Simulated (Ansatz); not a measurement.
# ClGeH2N (SMILES [NH2][Ge][Cl]): what the fields show

Input file:

```
crystal:
  periodic: [false, false, false]
  atoms:
    - {symbol: N, position_ang: [-0.493534, 0.232029, -0.426306]}
    - {symbol: Ge, position_ang: [-0.110574, -1.170914, 0.652377]}
    - {symbol: Cl, position_ang: [1.890921, -0.449756, 1.248701]}
    - {symbol: H, position_ang: [0.128420, 1.009775, -0.588818]}
    - {symbol: H, position_ang: [-1.365334, 0.305266, -0.927454]}
basis:
  gaussian: {orbitals: def2-TZVPP}
hamiltonian: {xc: pbe0, dispersion: d4}
output: {orbitals: {seedname: orbitals}}
```

Run with:

```sh
ansatz run in.yaml --threads 4 --pin off --events-out ev --progress --plain --max-ram 10444MiB
```

Geometry: PBE0-D4/def2-TZVP.

These are results of RKS PBE0-D4/def2-TZVPP in Ansatz 0.2.0, not measurements.

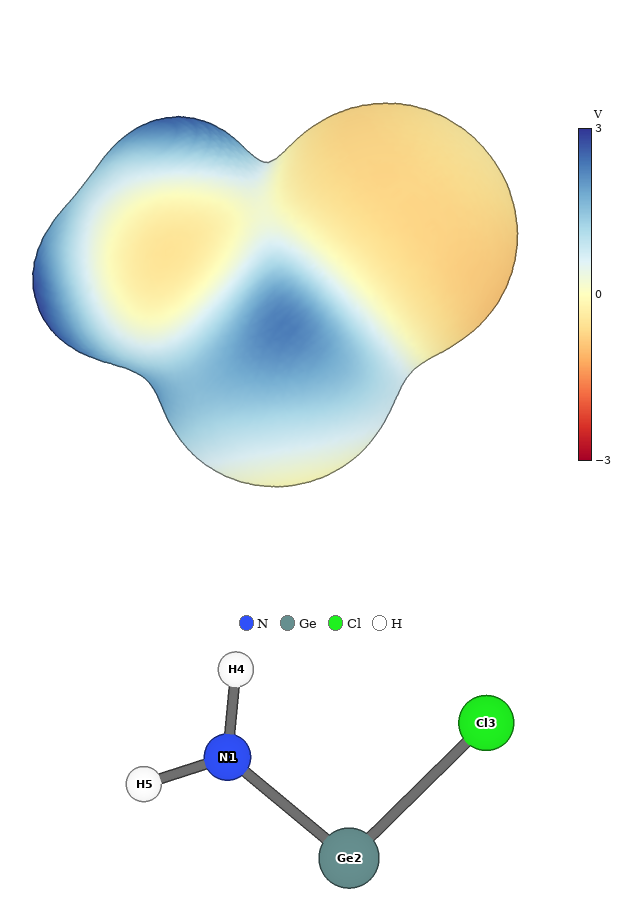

Figure 1. The molecular electrostatic potential painted on the density surface at 0.004 e/bohr³, seen across its widest extent; the colour scale runs from red (negative) to blue (positive). The bare structure is drawn below in the same view.

Q: Which sites attract a positive test charge, and which a negative one?

A: A positive charge is drawn to the negative regions and a negative charge to the positive ones. The most negative region (about −0.9 V) lies over Cl3, the most positive (about +2.8 V) over H5.

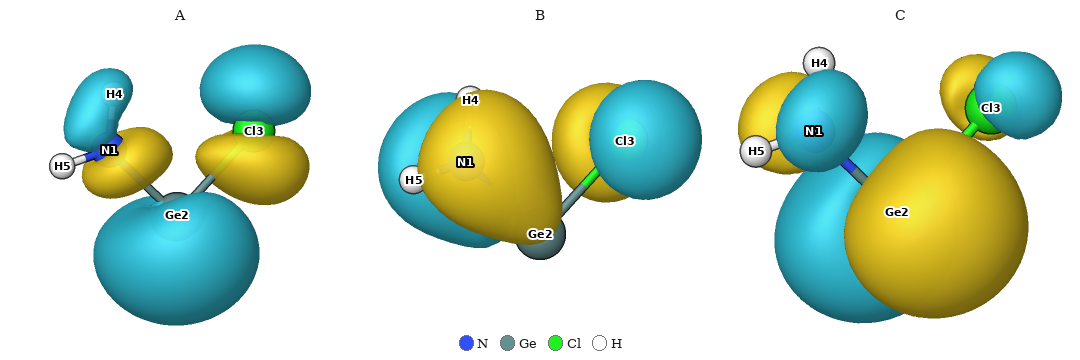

Figure 2. Three frontier orbitals at ±0.1 Å⁻³ᐟ² (yellow and cyan are the two phases), in no order.

Q: Which picture is the HOMO−1, the HOMO and the LUMO?

A: B is the HOMO−1 (−8.14 eV). It lies mainly on N1 (about 55 %), Cl3 (about 25 %) and Ge2 (about 10 %); it changes sign across the molecular plane (π type); π-antibonding (a node) across Ge2–Cl3. A is the HOMO (−7.53 eV). It lies mainly on Ge2 (about 60 %), Cl3 (about 30 %) and N1 (about 10 %); it is symmetric in the molecular plane (an in-plane orbital: σ, lone-pair or in-plane π type). C is the LUMO (−1.81 eV). It lies mainly on Ge2 (about 75 %), N1 (about 10 %) and Cl3 (about 10 %); it changes sign across the molecular plane (π type).

Q: What is the HOMO–LUMO gap?

A: 5.72 eV between the orbital energies.

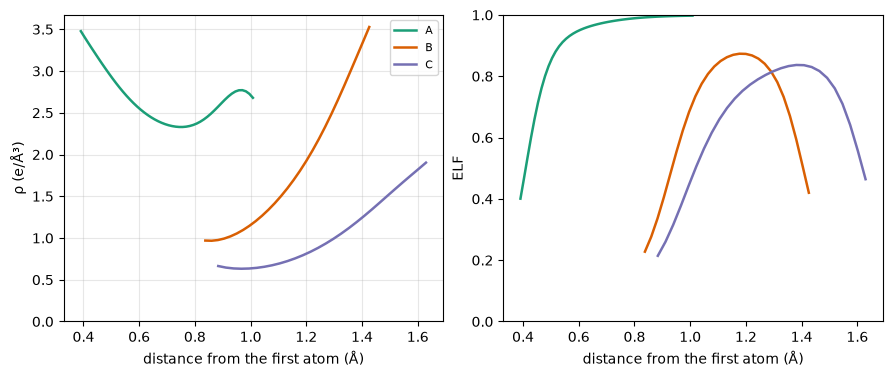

Figure 3. Electron density and electron localisation function along straight lines between neighbouring atoms. The curves leave out the atomic cores.

Q: Which curve belongs to which contact (Ge–Cl, Ge–N and N–H)? The first atom named is at distance zero.

A: Curve A: N–H (1.01 Å): the density is about 2.9 e/Å³ at the midpoint; the ELF climbs to about 1 towards the hydrogen, as it does in any bond to H: an ordinary covalent bond to hydrogen. Curve B: Ge–N (1.81 Å): ρ is about 0.99 e/Å³ halfway; the ELF peaks at about 0.85 in the valence shell of N, 0.6 Å from its nucleus, and is about 0.40 at the midpoint. Curve C: Ge–Cl (2.21 Å): ρ is about 0.7 e/Å³ halfway; the ELF peaks at about 0.85 in the valence shell of Cl, 0.8 Å from its nucleus, and is about 0.65 at the midpoint.
